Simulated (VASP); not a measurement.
Band structure of ZrN (relaxed from the zinc blende structure, space group F-43m). Calculation: PBEsol GGA, VASP's PBE PAW potentials (set 64) (plane waves; VASP).

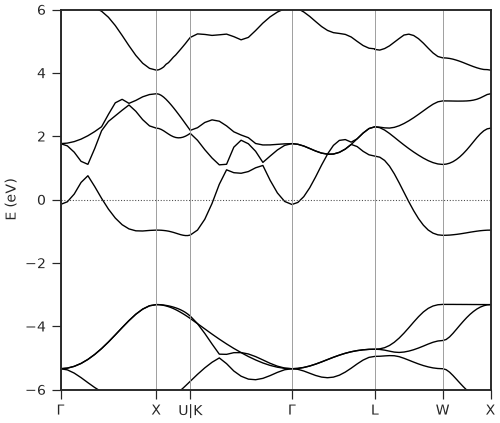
*Bands along high-symmetry lines, zero at the valence-band maximum or, without a gap, the Fermi level*

Task: Read the plot: is there a gap, and where are the band edges?

Result: It has no gap at this level: it comes out as a metal or semimetal. (Edges off the drawn lines would not show.)

The structure was generated: ZrN was put into the zinc blende type (F-43m), which need not be its known phase. It was relaxed first, which changed the volume by -35 %. The electron count is odd and the run is not spin-polarised, which forces a metal.
